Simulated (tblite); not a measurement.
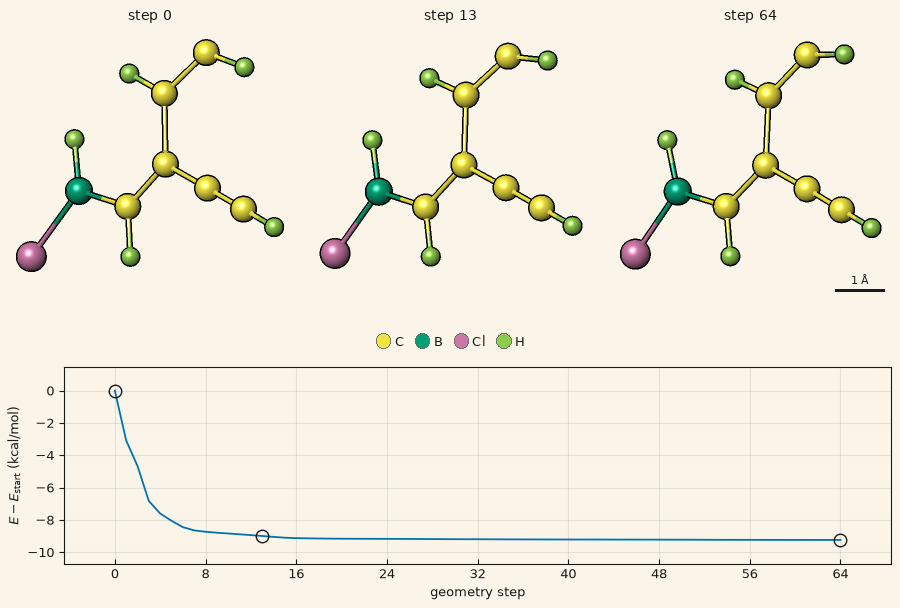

Frames of a relaxation of C6H5BCl (multiplicity 2), marked on the history of the run. Style: ball-and-stick. Shown from a free direction.

Level of theory: GFN2-xTB geometry optimisation, gas phase in tblite 0.8.0. 

**Describe the path.**

The largest move after the best rigid fit is that of an H atom, 0.29 Å. Largest moves by element: H 0.29 Å, Cl 0.13 Å, C 0.10 Å, B 0.03 Å. Near-neighbour distances that change, for instance: B–Cl 1.845 → 1.708 Å, B–C 1.581 → 1.533 Å, C–C 1.445 → 1.414 Å, C–C 1.334 → 1.359 Å. Bond angles that change, for instance: C–C–H 123.1° → 139.3°, C–C–H 120.3° → 113.5°, C–C–H 119.0° → 114.2°. Over 64 geometry steps the energy falls by 9.24 kcal/mol. Cost: 0.4 s on 1 thread of Arm Neoverse V1 (shared host). From step 0 to 13: an H atom moves most (0.16 Å), energy −8.99 kcal/mol. From step 13 to 64: H atoms move most (0.16 Å), energy −0.24 kcal/mol.

```json
{"step": "0", "E − E(0), kcal/mol": "0.00"}
{"step": "1", "E − E(0), kcal/mol": "-3.08"}
{"step": "2", "E − E(0), kcal/mol": "-4.66"}
{"step": "3", "E − E(0), kcal/mol": "-6.83"}
{"step": "4", "E − E(0), kcal/mol": "-7.60"}
{"step": "5", "E − E(0), kcal/mol": "-8.05"}
{"step": "6", "E − E(0), kcal/mol": "-8.44"}
{"step": "7", "E − E(0), kcal/mol": "-8.65"}
{"step": "8", "E − E(0), kcal/mol": "-8.73"}
{"step": "9", "E − E(0), kcal/mol": "-8.79"}
{"step": "10", "E − E(0), kcal/mol": "-8.84"}
{"step": "13", "E − E(0), kcal/mol": "-8.99"}
{"step": "16", "E − E(0), kcal/mol": "-9.12"}
{"step": "19", "E − E(0), kcal/mol": "-9.15"}
{"step": "21", "E − E(0), kcal/mol": "-9.16"}
{"step": "24", "E − E(0), kcal/mol": "-9.17"}
{"step": "27", "E − E(0), kcal/mol": "-9.18"}
{"step": "30", "E − E(0), kcal/mol": "-9.19"}
{"step": "33", "E − E(0), kcal/mol": "-9.20"}
{"step": "36", "E − E(0), kcal/mol": "-9.20"}
{"step": "38", "E − E(0), kcal/mol": "-9.21"}
{"step": "41", "E − E(0), kcal/mol": "-9.21"}
{"step": "44", "E − E(0), kcal/mol": "-9.21"}
{"step": "47", "E − E(0), kcal/mol": "-9.22"}
{"step": "50", "E − E(0), kcal/mol": "-9.22"}
{"step": "53", "E − E(0), kcal/mol": "-9.23"}
{"step": "55", "E − E(0), kcal/mol": "-9.23"}
{"step": "58", "E − E(0), kcal/mol": "-9.23"}
{"step": "61", "E − E(0), kcal/mol": "-9.23"}
{"step": "64", "E − E(0), kcal/mol": "-9.24"}
```
